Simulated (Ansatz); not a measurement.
**CdNi2N2, from a guessed structure to a relaxed one**

Starting from a made-up structure for CdNi2N2, the aim is the relaxed cell, its shortest contacts and, where a second run follows, its electronic structure.

Program: Ansatz 0.2.0. Level of theory: DFT, PBEsol, plane-wave PAW, files of the set soft_1, scalar-relativistic, ferromagnetic start, cell and ions relaxed at zero pressure; PAW set soft_1, in the first sound run; inputs show where later runs differ. Results are calculated unless marked as measured.

## (1) The starting structure

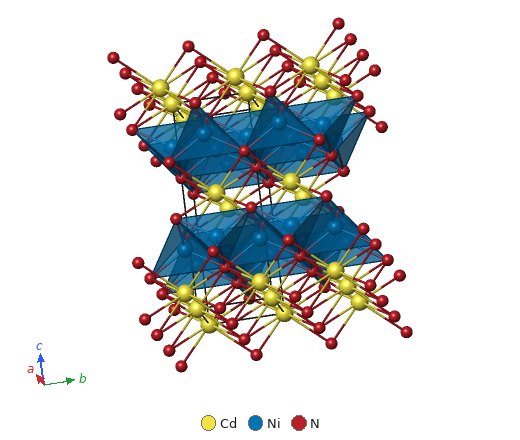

The starting structure, seen from a free direction (cadmium yellow, nickel blue, nitrogen red). 2×2×1 cells are drawn. This picture shows the conventional cell, with its axes. Some periodic images of atoms are drawn too.

## (2) Relaxing cell and atoms

The guess takes its coordinates from another compound and its volume from a rule, so the cell and any free coordinates are relaxed together.

input.yaml reads:

```yaml
crystal:
  lattice:
    - [-1.642, 1.642, 4.5455]
    - [1.642, -1.642, 4.5455]
    - [1.642, 1.642, -4.5455]
  atoms:
    - { symbol: Cd, position: [0.0, 0.0, 0.0] }
    - { symbol: Ni, position: [0.25, 0.75, 0.5], spin: 1.0 }
    - { symbol: Ni, position: [0.75, 0.25, 0.5], spin: 1.0 }
    - { symbol: "N", position: [0.3623, 0.3623, 0.0] }
    - { symbol: "N", position: [0.6377, 0.6377, 0.0] }
magnetization:
  spin_polarized: true
kpoints:
  mp_grid: { grid: [11, 11, 11] }
scf:
  occupations: { method: fermi_dirac, width: 0.05 }
hamiltonian:
  xc: pbesol
  pseudopotentials: { kind: paw, azcp: { folder: soft_1 }, xc_functional: pbe }
relax:
  f_tol: 0.015
  max_steps: 70
  cell: {}
output:
  forces: true
  stress: true
```

Run with:

```bash
ansatz run input.yaml --threads 4 --pin off --max-ram 8192MiB --backend cpu --events-out ev --progress --plain --runs-dir out
```

Numbers of over 12 decimals in the logs are rounded to 6 here.

The log of the run:

```text
basis.fft_grid_basis auto: the FFT boxes are laid along the combinations [[1, 0, 1], [0, 1, 1], [0, 0, 1]] of the cell's own vectors, 3.284, 3.284 and 5.104 Å long. The dense box has 24×24×36 points. Along the cell's own vectors, as sized, it would have 36×36×36, 2.25 times as many. Of the 16 symmetry operations that the crystal satisfies within crystal.symmetry.tolerance (time reversal apart; of a slab, those that k [...]
Engine: ansatz 0.2.0, aarch64-unknown-linux-gnu
Pseudopotentials: kind: paw
Pseudopotential: Cd, paw, valence charge 20, recommended cutoff 420 eV (normal), soft_1/Cd.paw.azcp
Pseudopotential: Ni, paw, valence charge 18, recommended cutoff 420 eV (normal), soft_1/Ni.paw.azcp
Pseudopotential: N, paw, valence charge 5, recommended cutoff 420 eV (normal), soft_1/N.paw.azcp
Functional definition: PBEsol
  exchange = pbesol_x
  correlation = pbesol_c
Crystal: 5 atoms, lattice volume = 49.022 Å³
Basis set: ecut = 420 eV, 963 PW (Γ), FFT grids on a1+a3, a2+a3, a3, exchange–correlation on 48×48×72 points (8 copies of the dense FFT grid, shifted against one another)
Bands: 41, of which v1, the nominal top of the filled ones, is band 33 counted from 1 (32 counted from 0)
Symmetry: 16 space group operations
Space group: I4/mmm (ITA 139), of the structure as read, at distance tolerance 3.7e-5 Å
Magnetic group: BNS 139.531 (UNI 1191), of the structure as read, at distance tolerance 3.7e-5 Å
k-points: 126 of 1331
Non-local potential: Cd, projectors of the file, l = 0: 3, l = 1: 2, l = 2: 2, l = 3: 1
Non-local potential: Ni, projectors of the file, l = 0: 3, l = 1: 2, l = 2: 3, l = 3: 1
Non-local potential: N, projectors of the file, l = 0: 2, l = 1: 2, l = 2: 1
PAW form: soft (Blöchl's): semilocal exchange-correlation on the pseudo side does not see the compensation charge
PAW frozen core: Cd, regenerated for the run's functional, and the local potential with it (the file was generated under x = pbe(κ = 0.804, μ = 0.219515), c = pbe(β = 0.066725))
PAW frozen core: Ni, regenerated for the run's functional, and the local potential with it (the file was generated under x = pbe(κ = 0.804, μ = 0.219515), c = pbe(β = 0.066725))
PAW frozen core: N, regenerated for the run's functional, and the local potential with it (the file was generated under x = pbe(κ = 0.804, μ = 0.219515), c = pbe(β = 0.066725))
PAW one-centre angular grid: Cd, 590 points (default); XC on 64 Gauss nodes
PAW one-centre angular grid: Ni, 590 points (default); XC on 64 Gauss nodes
PAW one-centre angular grid: N, 110 points (default); XC on 64 Gauss nodes
Initial density: superposition of atomic densities (chi_scale 0.1, normalization cell, long waves kept (reshape's long-wave potential 0.03 eV rms))
Starting moments: Σ|m| = 2 μB on 2 of 5 sites
Initial wavefunctions: pseudopotential atomic-orbital guess
Functional: x = pbesol(κ = 0.804, μ = 0.123457), c = pbesol(β = 0.046)
iter 1 solved again at ethr=1.45e-3 eV; its pass at ethr=3.10e-3 eV (dr2=9.57e-1 eV) is discarded
SCF iter   1: F=—  HF=-20544.119196 eV  |F-HF|=—  |Δ(HF+E_count)|=         —  Δρ=4.04e-2 (↑2.59e-2 ↓4.04e-2)  dr2=9.63e-1  dr2_m=1.06e-1  M=2.139 μB ∫|m|=2.168 μB  β_m=0.30  ethr=1.45e-3  ⟨swp⟩=1.5  Hψ=46520  notcnv=0
Mixer restart at iter 1: flushing history
preconditioner: auto → Kerker (q_TF=auto, 2.867 Å⁻¹)  [metal: Δε(μ)=0.002 eV  Ē_g=11.178 eV  σ=0.050 eV  W_gap=0.01  n_scr=24 (ndim 8)  ℏωp=34.4 eV  f_vac=0.000  D(μ)=3.59/eV (n_scr^D=32)]
spin=Collinear: Kerker preconditioning applied to the charge; magnetization (m = ρ↑ − ρ↓) channel mixes plain (no charge-response kernel on spin).
SCF iter   2: F=—  HF=-20544.611419 eV  |F-HF|=—  |Δ(HF+E_count)|=   4.92e-1  Δρ=2.52e-2 (↑1.58e-2 ↓2.52e-2)  dr2=8.10e-1  dr2_m=4.04e-2  M=1.976 μB ∫|m|=2.005 μB  β_m=0.34  ethr=1.45e-3  ⟨swp⟩=2.0  Hψ=12039  notcnv=0  defer=2
SCF iter   3: F=—  HF=-20545.866298 eV  |F-HF|=—  |Δ(HF+E_count)|=    1.25e0  Δρ=2.63e-2 (↑1.10e-2 ↓2.63e-2)  dr2=8.59e-1  dr2_m=6.09e-2  M=1.857 μB ∫|m|=1.887 μB  β_m=0.26  ethr=1.23e-3  ⟨swp⟩=2.0  Hψ=13712  notcnv=0  defer=388
SCF iter   4: F=—  HF=-20546.425794 eV  |F-HF|=—  |Δ(HF+E_count)|=   5.59e-1  Δρ=2.66e-2 (↑9.59e-3 ↓2.66e-2)  dr2=8.25e-1  dr2_m=6.47e-2  M=1.744 μB ∫|m|=1.774 μB  β_m=0.16  ethr=1.23e-3  ⟨swp⟩=2.0  Hψ=11702  notcnv=0  defer=393
SCF iter   5: F=—  HF=-20547.001249 eV  |F-HF|=—  |Δ(HF+E_count)|=   5.75e-1  Δρ=1.66e-2 (↑1.66e-2 ↓1.36e-2)  dr2=2.79e-1  dr2_m=1.79e-2  M=1.638 μB ∫|m|=1.665 μB  β_m=0.36  ethr=1.23e-3  ⟨swp⟩=2.1  Hψ=14870  notcnv=0  defer=401
SCF iter   6: F=—  HF=-20547.429729 eV  |F-HF|=—  |Δ(HF+E_count)|=         —  Δρ=2.78e-2 (↑2.78e-2 ↓2.20e-2)  dr2=6.54e-2  dr2_m=2.64e-1  M=0.801 μB ∫|m|=0.826 μB  β_m=0.53  ethr=4.22e-4  ⟨swp⟩=3.2  Hψ=17141  notcnv=0  defer=404
Mixer restart at iter 6: flushing history
SCF iter   7: F=—  HF=-20547.495238 eV  |F-HF|=—  |Δ(HF+E_count)|=   6.55e-2  Δρ=2.55e-2 (↑1.81e-2 ↓2.55e-2)  dr2=8.47e-2  dr2_m=2.09e-1  M=0.584 μB ∫|m|=0.609 μB  β_m=0.77  ethr=9.90e-5  ⟨swp⟩=2.0  Hψ=14730  notcnv=0  defer=404
SCF iter   8: F=—  HF=-20547.540562 eV  |F-HF|=—  |Δ(HF+E_count)|=   4.53e-2  Δρ=1.62e-2 (↑1.62e-2 ↓1.23e-2)  dr2=2.57e-2  dr2_m=8.80e-2  M=0.400 μB ∫|m|=0.421 μB  β_m=0.32  ethr=9.90e-5  ⟨swp⟩=2.6  Hψ=17648  notcnv=0  defer=404
SCF iter   9: F=—  HF=-20547.533596 eV  |F-HF|=—  |Δ(HF+E_count)|=   6.97e-3  Δρ=1.02e-2 (↑1.02e-2 ↓8.27e-3)  dr2=1.21e-2  dr2_m=3.71e-2  M=0.250 μB ∫|m|=0.265 μB  β_m=0.72  ethr=3.90e-5  ⟨swp⟩=2.0  Hψ=14682  notcnv=0  defer=407
SCF iter  10: F=—  HF=-20547.524941 eV  |F-HF|=—  |Δ(HF+E_count)|=   8.65e-3  Δρ=4.48e-3 (↑3.16e-3 ↓4.48e-3)  dr2=1.77e-2  dr2_m=2.78e-4  M=-0.005 μB ∫|m|=0.009 μB  β_m=0.86  ethr=1.83e-5  ⟨swp⟩=2.0  Hψ=17211  notcnv=0  defer=406
SCF iter  11: F=—  HF=-20547.529535 eV  |F-HF|=—  |Δ(HF+E_count)|=   4.59e-3  Δρ=2.62e-3 (↑1.27e-3 ↓2.62e-3)  dr2=5.97e-3  dr2_m=2.26e-4  M=-0.021 μB ∫|m|=0.022 μB  β_m=0.82  ethr=1.83e-5  ⟨swp⟩=2.0  Hψ=13912  notcnv=0  defer=405
SCF iter  12: F=—  HF=-20547.528901 eV  |F-HF|=—  |Δ(HF+E_count)|=   6.34e-4  Δρ=9.08e-4 (↑2.66e-4 ↓9.08e-4)  dr2=3.02e-4  dr2_m=1.41e-4  M=-0.015 μB ∫|m|=0.016 μB  β_m=0.80  ethr=9.04e-6  ⟨swp⟩=2.0  Hψ=12599  notcnv=0  defer=409
SCF iter  13: F=—  HF=-20547.528938 eV  |F-HF|=—  |Δ(HF+E_count)|=   3.77e-5  Δρ=1.17e-4 (↑1.17e-4 ↓1.12e-4)  dr2=6.69e-6  dr2_m=4.58e-6  M=-0.001 μB ∫|m|=0.002 μB  β_m=0.90  ethr=4.58e-7  ⟨swp⟩=1.8  Hψ=12284  notcnv=0  defer=409
[...]
relax step  16: F+E_penalty+E_count = -20549.00953366 eV  Δ(F+E_penalty+E_count) = -2.040e-1 eV  max|allowed force component| = 2.564e-3 eV/Å  Δτ_max = 0.0000 Å  P = +4.637 GPa  Ω = 63.786 Å³  stress off target by 6.14e0 GPa  SCF on the basis re-selected at this cell (its energy is not comparable with the rows above)  (15 SCF iters)
relax step  17: F+E_penalty+E_count = -20549.03329572 eV  Δ(F+E_penalty+E_count) = -2.376e-2 eV  max|allowed force component| = 4.472e-2 eV/Å  Δτ_max = 0.0049 Å  P = -0.725 GPa  Ω = 65.815 Å³  energy of the carried Pulay correction = -3.205e-3 eV  (12 SCF iters, dr2 threshold 5.00e-7 eV, accepted)
relax step  18: F+E_penalty+E_count = -20549.03458873 eV  Δ(F+E_penalty+E_count) = -1.293e-3 eV  max|allowed force component| = 4.390e-3 eV/Å  Δτ_max = 0.0088 Å  P = +0.026 GPa  Ω = 65.595 Å³  energy of the carried Pulay correction = -2.808e-3 eV  (9 SCF iters, dr2 threshold 5.00e-7 eV, accepted)
Basis set: ecut = 420 eV, 1267 PW (Γ), FFT grids on a1+a3, a2+a3, a3, exchange–correlation on 54×54×72 points (8 copies of the dense FFT grid, shifted against one another)
iter 1 solved again at ethr=8.23e-8 eV; its pass at ethr=3.10e-3 eV (dr2=5.43e-5 eV) is discarded
SCF iter   1: F=—  HF=-20549.036586 eV  |F-HF|=—  |Δ(HF+E_count)|=         —  Δρ=2.19e-4 (↑2.19e-4 ↓2.19e-4)  dr2=4.10e-6  dr2_m=1.29e-11  M=-0.000 μB ∫|m|=0.000 μB  β_m=0.65  ethr=8.23e-8  ⟨swp⟩=3.5  Hψ=67628  notcnv=0
preconditioner: auto → Kerker (q_TF=auto, 2.317 Å⁻¹)  [metal: Δε(μ)=0.010 eV  Ē_g=10.352 eV  σ=0.050 eV  W_gap=0.05  n_scr=10 (ndim 8)  ℏωp=29.7 eV  f_vac=0.111  D(μ)=2.12/eV (n_scr^D=14)]
spin=Collinear: Kerker preconditioning applied to the charge; magnetization (m = ρ↑ − ρ↓) channel mixes plain (no charge-response kernel on spin).
SCF iter   2: F=—  HF=-20549.037225 eV  |F-HF|=—  |Δ(HF+E_count)|=   6.39e-4  Δρ=8.10e-5 (↑8.10e-5 ↓8.10e-5)  dr2=1.38e-6  dr2_m=3.66e-12  M=-0.000 μB ∫|m|=0.000 μB  β_m=0.53  ethr=6.22e-9  ⟨swp⟩=2.0  Hψ=15780  notcnv=0
SCF iter   3: F=—  HF=-20549.037293 eV  |F-HF|=—  |Δ(HF+E_count)|=   6.87e-5  Δρ=3.83e-5 (↑3.83e-5 ↓3.83e-5)  dr2=1.82e-7  dr2_m=1.39e-12  M=-0.000 μB ∫|m|=0.000 μB  β_m=0.54  ethr=2.10e-9  ⟨swp⟩=2.0  Hψ=14020  notcnv=0
SCF iter   4: F=—  HF=-20549.037313 eV  |F-HF|=—  |Δ(HF+E_count)|=   1.95e-5  Δρ=6.33e-6 (↑6.33e-6 ↓6.31e-6)  dr2=2.21e-8  dr2_m=2.64e-13  M=-0.000 μB ∫|m|=0.000 μB  β_m=0.50  ethr=2.76e-10  ⟨swp⟩=2.0  Hψ=17950  notcnv=0
SCF iter   5: F=—  HF=-20549.037313 eV  |F-HF|=—  |Δ(HF+E_count)|=   3.48e-7  Δρ=1.12e-6 (↑1.10e-6 ↓1.12e-6)  dr2=2.08e-9  dr2_m=7.69e-14  M=-0.000 μB ∫|m|=0.000 μB  β_m=0.75  ethr=3.35e-11  ⟨swp⟩=2.0  Hψ=13802  notcnv=0
SCF iter   6: F=—  HF=-20549.037319 eV  |F-HF|=—  |Δ(HF+E_count)|=   5.38e-6  Δρ=6.68e-7 (↑6.58e-7 ↓6.68e-7)  dr2=1.60e-9  dr2_m=1.85e-14  M=-0.000 μB ∫|m|=0.000 μB  β_m=0.84  ethr=3.15e-12  ⟨swp⟩=2.0  Hψ=16075  notcnv=0
SCF iter   7: F=—  HF=-20549.037319 eV  |F-HF|=—  |Δ(HF+E_count)|=  3.89e-10  Δρ=2.26e-7 (↑2.26e-7 ↓2.26e-7)  dr2=3.61e-10  dr2_m=3.18e-16  M=-0.000 μB ∫|m|=0.000 μB  β_m=0.92  ethr=2.42e-12  ⟨swp⟩=2.0  Hψ=13152  notcnv=0
SCF iter   8: F=—  HF=-20549.037319 eV  |F-HF|=—  |Δ(HF+E_count)|=  5.46e-11  Δρ=1.91e-7 (↑1.91e-7 ↓1.91e-7)  dr2=1.45e-10  dr2_m=1.48e-16  M=-0.000 μB ∫|m|=0.000 μB  β_m=0.86  ethr=1.00e-12  ⟨swp⟩=2.4  Hψ=16516  notcnv=0
SCF iter   9: F=—  HF=-20549.037319 eV  |F-HF|=—  |Δ(HF+E_count)|=  3.64e-12  Δρ=1.10e-7 (↑1.10e-7 ↓1.10e-7)  dr2=3.97e-11  dr2_m=8.47e-17  M=-0.000 μB ∫|m|=0.000 μB  β_m=0.87  ethr=1.00e-12  ⟨swp⟩=1.0  Hψ=10332  notcnv=0
SCF iter  10: F=-20549.037319 eV  HF=-20549.037319 eV  |F-HF|=3.64e-11  |Δ(HF+E_count)|=  2.91e-11  Δρ=1.04e-7 (↑1.04e-7 ↓1.04e-7)  dr2=2.69e-11  dr2_m=1.22e-17  M=0.000 μB ∫|m|=0.000 μB  ethr=1.00e-12  ⟨swp⟩=3.0  Hψ=32295  notcnv=0
the starting moments were not kept: the SCF closed with an absolute magnetisation of 5.9e-9 μB, where they sum to 2 μB in size (2 sites). That is at most 0.1 of that sum. Measured as dr2_m measures the in/out step, that magnetisation stands 2.0e-17 eV from none, at or under the dr2_threshold of 5.0e-11 eV: it is no larger than a step whose dr2_m would equal this threshold.
SCF 19 converged in 10 iterations: F = -20549.037319 eV  dr2 = 2.69e-11
relax step  19: F+E_penalty+E_count = -20549.03731859 eV  Δ(F+E_penalty+E_count) = -2.730e-3 eV  max|allowed force component| = 4.356e-3 eV/Å  Δτ_max = 0.0000 Å  P = +0.014 GPa  Ω = 65.595 Å³  stress off target by 2.35e-2 GPa  SCF on the basis re-selected at this cell (its energy is not comparable with the rows above)  (10 SCF iters)
basis re-selected at this cell: Δ(F+E_penalty+E_count) = -2.730e-3 eV, ΔP = -0.012 GPa vs the last step (what re-selecting the basis moved, of the pressure what is left beyond the Pulay correction that the steps carried, after the strain that the cell walked since its last selection, with what the two solves' SCF thresholds leave and, on support functions, any second-order correction that the steps lacked; it is no measure of the basis error at this ecutwfc). The dense FFT grid was sized anew with the basis: this SCF ran on 27×27×36 points, the steps before it on 25×25×36, so part of this shift can come from that change (see relax.cell in the input reference). [rest of the remark cut]
SCF converged after 10 iterations
Magnetization: 0.0000 μB (33.0000 up, 33.0000 down)
Absolute magnetization: 0.0000 μB (∫|ρ↑−ρ↓|, with the PAW one-centre terms)
Spin contamination: 0.0000 ħ² per cell (⟨S²⟩ above its minimum at these occupations)
Per-site moments (μB) at R_I (Å): [(2.7300722176485047e-11, 0.881860), (1.6100758023912555e-9, 0.782338), (1.6100754818060633e-9, 0.782338), (6.748197480318221e-10, 0.782338), (6.748197723758663e-10, 0.782338)]
Free energy (F): -20549.037319 eV
Harris-Foulkes:  -20549.037319 eV  (|F-HF|=3.64e-11)
Internal energy: -20549.019481 eV  (E = F + TS)
E sigma→0 (E₀):  -20549.028400 eV
Entropy (-TS):   -0.017838 eV (-3.568 meV/atom)
Fermi energy:    12.210023 eV
--- Per-component energies (eV) ---
  E_band       = -1200.534137
  E_kinetic    = 1372.942744
  E_local      = -11580.964317  (includes V_loc(G=0)·N_el)
  E_nonlocal   = -35.800562
  E_hartree    = 5730.563184
  E_xc         = -495.714413
  E_vxc        = -633.899631  (∫ρ·V_xc dr)
  E_paw        = -7516.337298  (= ΣΔE_a)
  E_vpaw       = -1783.941697  (= ΣTr[D̂ρ^β])
  E_aug_tail   = 0.003520  (compensation charges beyond the density's cutoff)
  E_ewald      = -8024.505076
  E_core_change = 0.792737  (= ΣΔE_core)
  E_smearing   = -0.017838  (= −TS)
  E_closure    = 0.000000  (closes the sum)
  Σ components = -20549.037319   (vs F -20549.037319, Δ=0.00e0)
--- Forces (eV/Å), atoms counted from 1 ---
  atom   1  Cd    -0.00000000    -0.00000000    -0.00000000
  atom   2  Ni     0.00000000    -0.00000000     0.00000000
  atom   3  Ni     0.00000000    -0.00000000     0.00000000
  atom   4  N      0.00000000    -0.00000000     0.00435636
  atom   5  N      0.00000000    -0.00000000    -0.00435636
  max |Σ_I F_I| component: 3.58e-18 eV/Å
--- Stress (GPa, compression-positive) ---
        0.008669       0.000000       0.000000
        0.000000       0.008669      -0.000000
        0.000000       0.000000       0.023505
  P = ⅓ Tr σ = 0.0136 GPa (0.136 kbar)
--- Relaxed structure (17 steps of the walk, 17 accepted, 2 SCFs on fresh bases) ---
  F+E_penalty+E_count = -20549.03731859 eV   max|allowed force component| = 4.356e-3 eV/Å   (the final SCF, on the basis selected at the relaxed cell)
  cell:  # Å, volume = 65.5951 Å³
    - [-1.890026, 1.890026, 4.590666]
    - [1.890026, -1.890026, 4.590666]
    - [1.890026, 1.890026, -4.590666]
  atoms:
    - { symbol: Cd, position: [-9.15924836067394e-19, -9.159248360673944e-19, 0] }
    - { symbol: Ni, position: [0.25, 0.750000, 0.500000] }
    - { symbol: Ni, position: [0.750000, 0.25, 0.500000] }
    - { symbol: N, position: [0.232847, 0.232847, 0] }
    - { symbol: N, position: [0.767153, 0.767153, 0] }
```

Elapsed: 2.4 min, on 4 threads of Arm Neoverse V2, shared host; peak memory 0.73 GiB.

Relaxation path:

| step | energy less that of the first step (eV) | largest force component (eV/Å) | pressure (GPa) | volume (Å³) |
| --- | --- | --- | --- | --- |
| 1 | 0.0000 | 0.2836 | 23.73 | 49.02 |
| 2 | -0.4440 | 0.4189 | 7.16 | 53.68 |
| 3 | -0.5602 | 0.4804 | 0.06 | 56.60 |
| 4 | -0.6177 | 0.1462 | -0.78 | 58.22 |
| 5 | -0.6271 | 0.0701 | -0.45 | 58.36 |
| 6 | -0.6695 | 0.1544 | -0.85 | 58.26 |
| 7 | -0.7588 | 0.4007 | -1.84 | 57.82 |
| 8 | -0.8147 | 0.4796 | -3.64 | 57.43 |
| 9 | -0.8776 | 0.4923 | -0.22 | 56.94 |
| 10 | -1.0382 | 0.3277 | 1.65 | 57.87 |
| 11 | -1.2043 | 0.2631 | 1.63 | 60.55 |
| 12 | -1.2415 | 0.3355 | 0.45 | 62.74 |
| 13 | -1.2728 | 0.0124 | -0.22 | 64.33 |
| 14 | -1.2765 | 0.0152 | 0.06 | 63.66 |
| 15 | -1.2765 | 0.0043 | 0.01 | 63.79 |
| 16* | -1.4806 | 0.0026 | 4.64 | 63.79 |
| 17 | -1.5044 | 0.0447 | -0.72 | 65.81 |
| 18 | -1.5056 | 0.0044 | 0.03 | 65.60 |
| 19* | -1.5084 | 0.0044 | 0.01 | 65.60 |

Relaxation steps marked * repeat the geometry before them on a plane-wave basis chosen anew for their cell, so energy and pressure can jump there.

The run keeps the 16 symmetry operations that it works with, so distortions that break them were not tested.

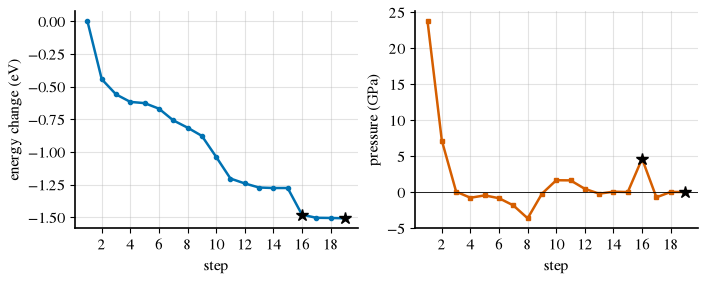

Energy and pressure along the relaxation. Stars mark steps on a basis chosen anew.

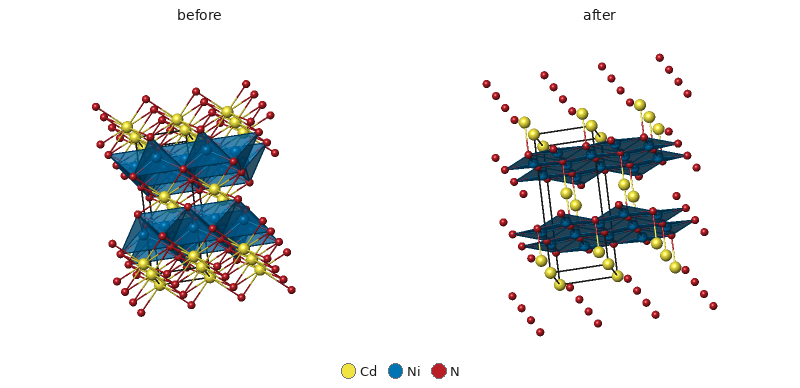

The structure before and after the relaxation, drawn at the same scale. Bonds to atoms that aren't drawn are left out.

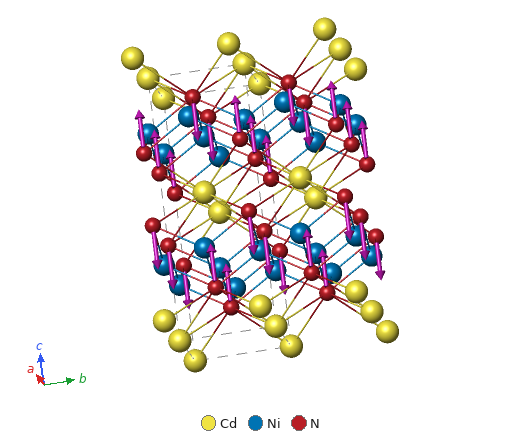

Displacements in the relaxation, exaggerated, measured against the changing cell; the longest in the cell stands for 1.19 Å. 2×2×1 conventional cells are drawn. Some periodic images of atoms are drawn too.

```
     cell as run  before   after   change
           a (Å)   5.104   5.312   +4.1 %
           b (Å)   5.104   5.312   +4.1 %
           c (Å)   5.104   5.312   +4.1 %
           α (°)  142.47  138.32   -2.9 %
           β (°)  142.47  138.32   -2.9 %
           γ (°)   54.12   60.42  +11.6 %
volume (Å³/atom)    9.80   13.12  +33.8 %
```

The atoms that moved most (Å, as changes of fractional coordinates times the final cell):

```csv
atom,dx,dy,dz,length
N5,0.000,0.000,1.189,1.189
N4,0.000,0.000,-1.189,1.189
```

This step gave:

```yaml
free_energy: -20549.0373 eV
energy_at_zero_smearing: -20549.0284 eV
smearing_term_ts: 0.01784 eV
fermi_energy: 12.21 eV
electrons: 66
symmetry_operations: 16
pressure: 0.01361 GPa
```

The shortest distance of each pair, which need not be the same contact before and after:

```csv
pair,guess (Å),relaxed (Å)
N–Ni,1.934,1.897
Cd–N,2.638,2.138
Ni–Ni,2.322,2.673
N–N,2.504,2.691
Cd–Ni,2.804,2.973
```

The relaxation ends with a largest force component of 0.0044 eV/Å and a pressure of 0.01 GPa. The starting moments have collapsed: the run ends non-magnetic.

(Part 1 of 2 ends here.)

[Logs are printed without paths, hosts, clocks, repeated set-up lines and the standing remarks that a program may print on its own settings, such as how far it seeks lower states.]

[Hosts, paths, dates, database ids (printed as entryN), source tags and the programs' standing remarks are cut or masked in the printed files.]
